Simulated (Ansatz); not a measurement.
**Nudged elastic band of C2H10N2Si2**

- system: C2H10N2Si2
- method: RKS LDA/6-31G (Ansatz 0.2.0)

One setting was made poor on purpose. It belongs to a series of runs on one base structure; here: band between the two ends.

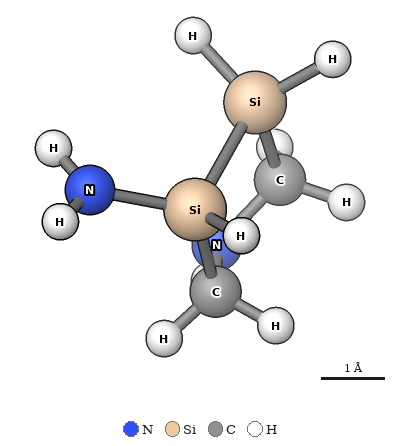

The input geometry (ball-and-stick view, seen at a tilt).

**Input**
```yaml
crystal:
  periodic: [false, false, false]
  atoms:
    - { symbol: "N", position_ang: [-0.933838, -2.24742, 0.916969] }
    - { symbol: Si, position_ang: [-0.183065, -0.668127, 1.098217] }
    - { symbol: C, position_ang: [1.411909, -0.310722, 0.063812] }
    - { symbol: "N", position_ang: [0.967696, 0.277751, -1.185897] }
    - { symbol: C, position_ang: [0.207936, 1.507917, -1.065981] }
    - { symbol: Si, position_ang: [-1.341119, 1.050863, 0.004677] }
    - { symbol: H, position_ang: [-1.588579, -2.447577, 0.164448] }
    - { symbol: H, position_ang: [-0.705946, -3.035906, 1.518438] }
    - { symbol: H, position_ang: [0.117851, -0.481866, 2.579853] }
    - { symbol: H, position_ang: [1.948785, -1.258512, -0.128241] }
    - { symbol: H, position_ang: [2.089023, 0.349999, 0.670436] }
    - { symbol: H, position_ang: [1.653227, 0.264823, -1.947177] }
    - { symbol: H, position_ang: [-0.105604, 1.860103, -2.065519] }
    - { symbol: H, position_ang: [0.759979, 2.346731, -0.566728] }
    - { symbol: H, position_ang: [-2.479854, 0.570961, -0.878508] }
    - { symbol: H, position_ang: [-1.841302, 2.198282, 0.8654] }
basis:
  gaussian: { orbitals: "6-31G" }
hamiltonian:
  xc: lda
neb:
  order_check: false
  images: 5
  f_tol: 0.05
  max_iterations: 60
  initial_path: linear
  final_atoms:
    - { symbol: "N", position_ang: [-0.58041596, -1.7316244, 0.64495408] }
    - { symbol: Si, position_ang: [0.0538265, -0.28747553, 1.92383704] }
    - { symbol: C, position_ang: [1.47546277, -0.00421848, 0.51359369] }
    - { symbol: "N", position_ang: [0.82696533, -0.14876487, -0.80228196] }
    - { symbol: C, position_ang: [-0.08694352, 0.96507297, -1.1136252] }
    - { symbol: Si, position_ang: [-1.24045538, 1.16314583, 0.45053153] }
    - { symbol: H, position_ang: [-0.06861759, -1.3056413, -0.27425037] }
    - { symbol: H, position_ang: [-1.60601873, -1.75853684, 0.56305821] }
    - { symbol: H, position_ang: [-0.22239616, -2.65475294, 0.92593744] }
    - { symbol: H, position_ang: [2.25674607, -0.78242389, 0.61733435] }
    - { symbol: H, position_ang: [1.9557734, 0.98864722, 0.65252608] }
    - { symbol: H, position_ang: [1.47942142, -0.35868924, -1.57270178] }
    - { symbol: H, position_ang: [-0.66016001, 0.74295383, -2.0310943] }
    - { symbol: H, position_ang: [0.4678048, 1.91786119, -1.2638665] }
    - { symbol: H, position_ang: [-2.61566331, 0.58936935, 0.08615518] }
    - { symbol: H, position_ang: [-1.45823063, 2.64237711, 0.72409151] }
```

Hardware: 2 threads of Intel Xeon (Sapphire Rapids), 16 GiB of memory available, shared host.

Run as:
```bash
ansatz run input.yaml --threads 2 --pin off --max-ram 3072MiB --backend cpu --events-out ev --progress --plain --runs-dir out
```

**Output**
```
Engine: ansatz 0.2.0, x86_64-unknown-linux-gnu
Functional definition: SPW92
  exchange = slater_x
  correlation = pw_c
1195 factors; integrals over basis functions are off by at most 1.6e-4 eV
mean field evaluation 1: about -20842.9507 eV, gradient 8.7e1 eV
mean field evaluation 2: about -20754.1327 eV, gradient 1.8e2 eV
mean field evaluation 4: about -20859.2916 eV, gradient 1.5e1 eV
mean field evaluation 8: about -20859.7913 eV, gradient 1.2e-1 eV
mean field evaluation 16: about -20859.7737 eV, gradient 1.0e-4 eV
mean field -20859.77372665 eV, -766.5825451921 hartree, gradient 1.8e-5 eV, S^2 0.000000; 0 other end points of the search recorded, 0 dependent functions left out
the calculation of the forces begins
reference -20859.77376301 eV, -766.5825465283 hartree; 32, 32 occupied and 50, 50 virtual orbitals, 1195 factors
1195 factors; integrals over basis functions are off by at most 1.6e-4 eV
mean field evaluation 32: about -20859.7721 eV, gradient 3.4e-4 eV
mean field -20859.77212117 eV, -766.5824861916 hartree, gradient 4.8e-5 eV, S^2 0.000000; 0 other end points of the search recorded, 0 dependent functions left out
[... from here on the field's lines of each further geometry are left out, up to the last ...]
NEB iter   1: max|band force component| = 5.181e1 eV/Å  barrier→ = 16.4035 eV  barrier← = 16.4019 eV  Δτ_max = 0.2000 Å  (189 SCF iters)
NEB iter   2: max|band force component| = 1.283e1 eV/Å  barrier→ = 5.2155 eV  barrier← = 5.2139 eV  Δτ_max = 0.2000 Å  (142 SCF iters)
NEB iter   3: max|band force component| = 6.620e0 eV/Å  barrier→ = 3.2702 eV  barrier← = 3.2686 eV  Δτ_max = 0.1942 Å  (133 SCF iters)
NEB iter   4: max|band force component| = 2.105e0 eV/Å  barrier→ = 2.1262 eV  barrier← = 2.1246 eV  Δτ_max = 0.1936 Å  (137 SCF iters)
NEB iter   5: max|band force component| = 1.166e0 eV/Å  barrier→ = 1.6176 eV  barrier← = 1.6160 eV  Δτ_max = 0.1976 Å  (128 SCF iters)
NEB iter   6: max|band force component| = 1.400e0 eV/Å  barrier→ = 1.2744 eV  barrier← = 1.2728 eV  Δτ_max = 0.1004 Å  (131 SCF iters)
NEB iter   7: max|band force component| = 9.430e-1 eV/Å  barrier→ = 1.2712 eV  barrier← = 1.2696 eV  Δτ_max = 0.0840 Å  (122 SCF iters)
NEB iter   8: max|band force component| = 1.532e0 eV/Å  barrier→ = 1.2023 eV  barrier← = 1.2007 eV  CI = image 4  Δτ_max = 0.1003 Å  (122 SCF iters)
NEB iter   9: max|band force component| = 1.821e0 eV/Å  barrier→ = 1.4692 eV  barrier← = 1.4676 eV  CI = image 4  Δτ_max = 0.1996 Å  (124 SCF iters)
NEB iter  10: max|band force component| = 2.254e0 eV/Å  barrier→ = 2.1102 eV  barrier← = 2.1086 eV  CI = image 4  Δτ_max = 0.1971 Å  (131 SCF iters)
NEB iter  11: max|band force component| = 1.642e0 eV/Å  barrier→ = 2.2619 eV  barrier← = 2.2603 eV  CI = image 4  Δτ_max = 0.1965 Å  (127 SCF iters)
NEB iter  12: max|band force component| = 5.225e-1 eV/Å  barrier→ = 2.1676 eV  barrier← = 2.1660 eV  CI = image 4  Δτ_max = 0.1798 Å  (120 SCF iters)
NEB iter  13: max|band force component| = 1.817e-1 eV/Å  barrier→ = 2.1491 eV  barrier← = 2.1475 eV  CI = image 4  Δτ_max = 0.0584 Å  (126 SCF iters)
NEB iter  14: max|band force component| = 1.182e-1 eV/Å  barrier→ = 2.1425 eV  barrier← = 2.1409 eV  CI = image 4  Δτ_max = 0.0814 Å  (111 SCF iters)
NEB iter  15: max|band force component| = 9.320e-2 eV/Å  barrier→ = 2.1383 eV  barrier← = 2.1367 eV  CI = image 4  Δτ_max = 0.1053 Å  (119 SCF iters)
NEB iter  16: max|band force component| = 1.131e-1 eV/Å  barrier→ = 2.1338 eV  barrier← = 2.1322 eV  CI = image 4  Δτ_max = 0.0529 Å  (121 SCF iters)
NEB iter  17: max|band force component| = 1.045e-1 eV/Å  barrier→ = 2.1312 eV  barrier← = 2.1296 eV  CI = image 4  Δτ_max = 0.0469 Å  (119 SCF iters)
NEB iter  18: max|band force component| = 9.256e-2 eV/Å  barrier→ = 2.1293 eV  barrier← = 2.1277 eV  CI = image 4  Δτ_max = 0.0281 Å  (120 SCF iters)
NEB iter  19: max|band force component| = 1.218e-1 eV/Å  barrier→ = 2.1287 eV  barrier← = 2.1271 eV  CI = image 4  Δτ_max = 0.0141 Å  (118 SCF iters)
the calculation of the forces begins
reference -20859.50110905 eV, -766.5725266800 hartree; 32, 32 occupied and 50, 50 virtual orbitals, 1195 factors
1195 factors; integrals over basis functions are off by at most 1.8e-4 eV
mean field evaluation 736: about -20853.1716 eV, gradient 3.6e1 eV
mean field -20857.64526990 eV, -766.5043258491 hartree, gradient 7.9e-6 eV, S^2 0.000000; 1 other end points of the search recorded, 0 dependent functions left out
the calculation of the forces begins
reference -20857.64530391 eV, -766.5043270988 hartree; 32, 32 occupied and 50, 50 virtual orbitals, 1195 factors
NEB iter  20: max|band force component| = 4.975e-2 eV/Å  barrier→ = 2.1285 eV  barrier← = 2.1269 eV  CI = image 4  Δτ_max = 0.0000 Å  (246 SCF iters)
```

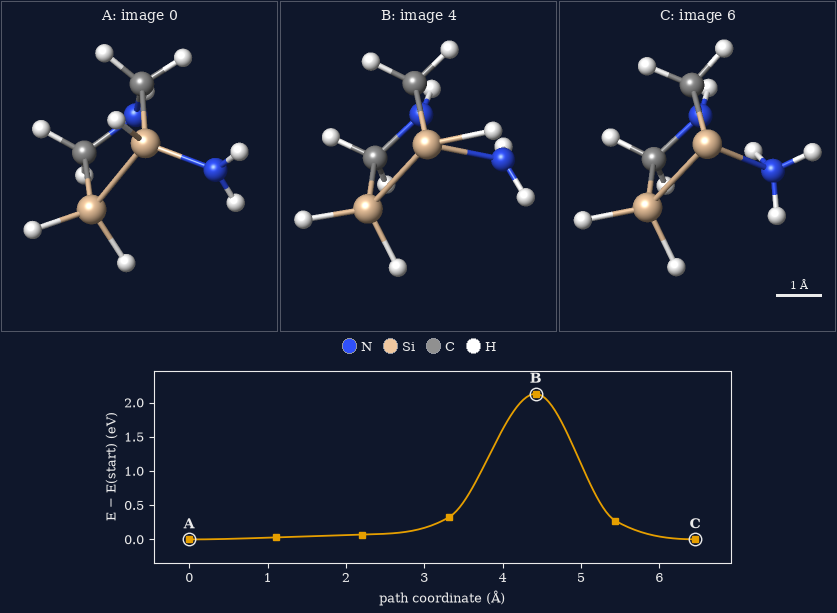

Images of the last band (counted from 0; ball-and-stick, seen at a tilt) above the energy along the path; the line is a cubic interpolation that uses the forces. The highest image is number 4, 2.128 eV above the start and 2.127 eV above the end (the climbing image); the end lies 0.002 eV above the start. The path is 6.46 Å long. The band converged in 20 iterations.

```
Total energy: -20857.64530391 eV, -766.5043270988 hartree
Atom 0 at    -0.517897    -2.007715     0.416320 Å, force    -0.007688    -0.024141    -0.014317 eV/Å
Atom 1 at    -0.154699    -0.510467     1.535116 Å, force     0.013750     0.014836     0.010524 eV/Å
Atom 2 at     1.408353    -0.089412     0.429799 Å, force    -0.013014    -0.006821     0.010639 eV/Å
Atom 3 at     0.846179     0.074962    -0.900101 Å, force    -0.007874     0.005488    -0.003583 eV/Å
Atom 4 at    -0.024720     1.238849    -1.043537 Å, force     0.015685    -0.003561    -0.002586 eV/Å
Atom 5 at    -1.349757     1.196621     0.388784 Å, force    -0.003364    -0.009084    -0.000210 eV/Å
Atom 6 at    -0.105254    -1.849730    -0.529767 Å, force     0.004721     0.006071    -0.004443 eV/Å
Atom 7 at    -1.426949    -2.479659     0.437835 Å, force    -0.003177     0.000715     0.010704 eV/Å
Atom 8 at    -0.022039    -2.116271     1.852410 Å, force    -0.001099     0.005578    -0.006414 eV/Å
Atom 9 at     2.097269    -0.953996     0.450411 Å, force     0.001185    -0.000159    -0.001206 eV/Å
Atom 10 at     1.945759     0.808940     0.814146 Å, force     0.007058     0.004730     0.001972 eV/Å
Atom 11 at     1.508134    -0.051793    -1.674005 Å, force     0.003105     0.003474     0.001178 eV/Å
Atom 12 at    -0.530034     1.221907    -2.025990 Å, force    -0.003084    -0.000422    -0.001138 eV/Å
Atom 13 at     0.527365     2.207947    -0.955761 Å, force    -0.003955    -0.003061    -0.002220 eV/Å
Atom 14 at    -2.691355     0.699386    -0.122532 Å, force    -0.000574     0.004955    -0.000943 eV/Å
Atom 15 at    -1.533256     2.587730     0.971070 Å, force    -0.001675     0.001402     0.002042 eV/Å
Dipole moment:     0.174939    -0.030953    -0.487969 e Å
this run last wrote the band of iteration 20 to [file]
```

**The last band as extended XYZ (Å, eV, eV/Å)**
```
16
Properties=species:S:1:pos:R:3:forces:R:3 image=0 energy=-20859.77373
N    -0.9338   -2.2474    0.9170    0.0028   0.0004  -0.0037
Si   -0.1831   -0.6681    1.0982   -0.0011  -0.0064   0.0033
C     1.4119   -0.3107    0.0638   -0.0016   0.0045  -0.0009
N     0.9677    0.2778   -1.1859   -0.0011   0.0012  -0.0001
C     0.2079    1.5079   -1.0660    0.0014   0.0001  -0.0010
Si   -1.3411    1.0509    0.0047    0.0008   0.0003  -0.0002
H    -1.5886   -2.4476    0.1644    0.0024  -0.0038   0.0068
H    -0.7059   -3.0359    1.5184   -0.0058   0.0018  -0.0044
H     0.1179   -0.4819    2.5799   -0.0005   0.0025  -0.0006
H     1.9488   -1.2585   -0.1282   -0.0011   0.0002   0.0005
H     2.0890    0.3500    0.6704    0.0013  -0.0008  -0.0003
H     1.6532    0.2648   -1.9472   -0.0007   0.0006   0.0002
H    -0.1056    1.8601   -2.0655    0.0006   0.0001  -0.0003
H     0.7600    2.3467   -0.5667    0.0003   0.0006  -0.0001
H    -2.4799    0.5710   -0.8785    0.0014  -0.0010   0.0017
H    -1.8413    2.1983    0.8654    0.0010  -0.0003  -0.0009
16
Properties=species:S:1:pos:R:3:forces:R:3 image=1 energy=-20859.74434
N    -0.7987   -2.2779    0.7074   -0.0050  -0.0029   0.0069
Si   -0.1994   -0.6811    1.1296   -0.0005  -0.0008  -0.0055
C     1.4096   -0.2271    0.1709    0.0012  -0.0014  -0.0008
N     0.9160    0.2007   -1.1298    0.0019   0.0046  -0.0045
C     0.1288    1.4227   -1.1234    0.0023   0.0064   0.0027
Si   -1.3261    1.1243    0.1297    0.0002  -0.0020  -0.0048
H    -1.0746   -2.5063   -0.2451   -0.0204  -0.0073   0.0086
H    -0.8982   -3.0260    1.3876    0.0124  -0.0047   0.0123
H    -0.0530   -0.6782    2.6429    0.0020   0.0038  -0.0035
H     2.0293   -1.1363    0.0643   -0.0012  -0.0022  -0.0064
H     2.0118    0.5459    0.7171    0.0005  -0.0049  -0.0006
H     1.5924    0.1312   -1.8969    0.0030   0.0063  -0.0021
H    -0.2745    1.6189   -2.1336    0.0063   0.0106   0.0007
H     0.6983    2.3314   -0.7986    0.0023   0.0026   0.0071
H    -2.6210    0.7963   -0.5911    0.0022  -0.0027  -0.0096
H    -1.5636    2.3388    1.0133   -0.0071  -0.0054  -0.0004
16
Properties=species:S:1:pos:R:3:forces:R:3 image=2 energy=-20859.70373
N    -0.6324   -2.2223    0.4733    0.0016  -0.0045  -0.0012
Si   -0.1846   -0.6907    1.2106   -0.0036  -0.0045  -0.0057
C     1.4122   -0.1824    0.2652   -0.0012  -0.0036  -0.0011
N     0.8636    0.1240   -1.0505   -0.0035   0.0066  -0.0069
C     0.0329    1.3196   -1.1091    0.0040   0.0061   0.0009
Si   -1.3229    1.1510    0.2832    0.0005  -0.0013  -0.0047
H    -0.4953   -2.2995   -0.5357   -0.0092  -0.0198   0.0045
H    -1.2043   -2.9383    0.9109    0.0098  -0.0127   0.0180
H    -0.1096   -0.8728    2.7158   -0.0050   0.0192   0.0028
H     2.0792   -1.0615    0.2057   -0.0030  -0.0028  -0.0075
H     1.9696    0.6599    0.7469   -0.0004  -0.0054   0.0006
H     1.5243    0.0268   -1.8286    0.0031   0.0080  -0.0027
H    -0.4504    1.3964   -2.0999    0.0049   0.0126  -0.0016
H     0.5980    2.2684   -0.9264    0.0023   0.0041   0.0061
H    -2.6908    0.8615   -0.3071   -0.0006   0.0064  -0.0100
H    -1.4123    2.4371    1.0901    0.0002  -0.0084   0.0085
16
Properties=species:S:1:pos:R:3:forces:R:3 image=3 energy=-20859.44800
N    -0.5996   -2.0269    0.2768   -0.0460  -0.0483  -0.2464
Si   -0.1347   -0.6939    1.3165   -0.0097  -0.1935  -0.1815
C     1.4505   -0.1313    0.3769    0.0285  -0.0434  -0.0334
N     0.8778    0.0661   -0.9463    0.0484   0.0099  -0.0149
C    -0.0257    1.2012   -1.0664    0.0026   0.0181   0.0270
Si   -1.3220    1.1526    0.4096    0.0156  -0.0660   0.0291
H    -0.2810   -1.8906   -0.6875   -0.1408  -0.0288  -0.1958
H    -1.3932   -2.6353    0.4525    0.0268  -0.1571  -0.0782
H    -0.0275   -1.4238    2.6253   -0.0232   0.5445   0.6062
H     2.1643   -0.9727    0.3702    0.0566  -0.0160  -0.0663
H     1.9498    0.7730    0.8011   -0.0101  -0.0425   0.0519
H     1.5163   -0.0738   -1.7333    0.0400   0.0561  -0.0315
H    -0.5623    1.1603   -2.0324   -0.0044   0.0073   0.0228
H     0.4987    2.1874   -1.0075   -0.0262   0.0142   0.0333
H    -2.6899    0.7265   -0.0932   -0.0023   0.0134   0.0051
H    -1.4445    2.5586    0.9819    0.0442  -0.0679   0.0727
16
Properties=species:S:1:pos:R:3:forces:R:3 image=4 energy=-20857.64527
N    -0.5179   -2.0077    0.4163   -0.0077  -0.0241  -0.0143
Si   -0.1547   -0.5105    1.5351    0.0138   0.0148   0.0105
C     1.4084   -0.0894    0.4298   -0.0130  -0.0068   0.0106
N     0.8462    0.0750   -0.9001   -0.0079   0.0055  -0.0036
C    -0.0247    1.2388   -1.0435    0.0157  -0.0036  -0.0026
Si   -1.3498    1.1966    0.3888   -0.0034  -0.0091  -0.0002
H    -0.1053   -1.8497   -0.5298    0.0047   0.0061  -0.0044
H    -1.4269   -2.4797    0.4378   -0.0032   0.0007   0.0107
H    -0.0220   -2.1163    1.8524   -0.0011   0.0056  -0.0064
H     2.0973   -0.9540    0.4504    0.0012  -0.0002  -0.0012
H     1.9458    0.8089    0.8141    0.0071   0.0047   0.0020
H     1.5081   -0.0518   -1.6740    0.0031   0.0035   0.0012
H    -0.5300    1.2219   -2.0260   -0.0031  -0.0004  -0.0011
H     0.5274    2.2079   -0.9558   -0.0040  -0.0031  -0.0022
H    -2.6914    0.6994   -0.1225   -0.0006   0.0050  -0.0009
H    -1.5333    2.5877    0.9711   -0.0017   0.0014   0.0020
16
Properties=species:S:1:pos:R:3:forces:R:3 image=5 energy=-20859.50108
N    -0.4768   -1.9700    0.5045    0.0013   0.0579   0.1485
Si   -0.1214   -0.4205    1.7796    0.0428   0.1396   0.2228
C     1.3743   -0.0600    0.4849   -0.0315   0.0229   0.0431
N     0.8014    0.0437   -0.8636   -0.0473  -0.0655   0.0264
C    -0.0533    1.2354   -1.0136   -0.0091  -0.0447  -0.0207
Si   -1.3577    1.1355    0.4196    0.0017  -0.0244  -0.0238
H    -0.0454   -1.5857   -0.4049    0.0310   0.1892   0.1795
H    -1.4409   -2.3042    0.3810   -0.0309   0.1700   0.0631
H     0.0685   -2.6461    1.0570    0.0699  -0.3663  -0.5694
H     2.0891   -0.9096    0.5031   -0.0146   0.0384   0.0715
H     1.9259    0.8503    0.8141    0.0008   0.0550  -0.0403
H     1.5043   -0.0157   -1.6186   -0.0068  -0.0514   0.0394
H    -0.5274    1.2551   -2.0097    0.0008  -0.0497  -0.0374
H     0.5237    2.1838   -0.8825    0.0098  -0.0636  -0.0336
H    -2.7044    0.6698   -0.1290   -0.0055  -0.0035  -0.0210
H    -1.5827    2.5153    1.0222   -0.0124  -0.0037  -0.0481
16
Properties=species:S:1:pos:R:3:forces:R:3 image=6 energy=-20859.77212
N    -0.5067   -1.8271    0.3937    0.0089  -0.0046   0.0001
Si    0.0033   -0.5318    1.8720    0.0032  -0.0005   0.0085
C     1.4550    0.0029    0.5694   -0.0049  -0.0016   0.0014
N     0.8610   -0.0014   -0.7797    0.0075   0.0041   0.0078
C    -0.1012    1.0966   -0.9832   -0.0007   0.0066  -0.0072
Si   -1.3169    1.0319    0.5446   -0.0052  -0.0052  -0.0030
H     0.0124   -1.2602   -0.4415   -0.0026   0.0047  -0.0017
H    -1.5258   -1.8942    0.2669   -0.0002  -0.0003  -0.0010
H    -0.1086   -2.7600    0.5686   -0.0059   0.0031   0.0009
H     2.2736   -0.7423    0.6047   -0.0036  -0.0010   0.0002
H     1.8752    0.9919    0.8540   -0.0031   0.0002  -0.0026
H     1.5500   -0.0766   -1.5432   -0.0039   0.0007  -0.0038
H    -0.6296    0.9674   -1.9444    0.0006   0.0020   0.0008
H     0.4054    2.0873   -0.9872   -0.0005  -0.0058  -0.0008
H    -2.6454    0.4426    0.0535    0.0056  -0.0002   0.0010
H    -1.6246    2.4503    0.9962    0.0048  -0.0021  -0.0007
```

**Key numbers**

| quantity | value |
| --- | --- |
| outcome | converged |
| barrier, forward | 2.128 eV |
| barrier, backward | 2.127 eV |
| wall time | 3.1 min (CPU time 6 min) |
| peak memory | 0.17 GiB |

**Notes**

A deliberately poor setting: straight start. The order of the saddle point was not checked.
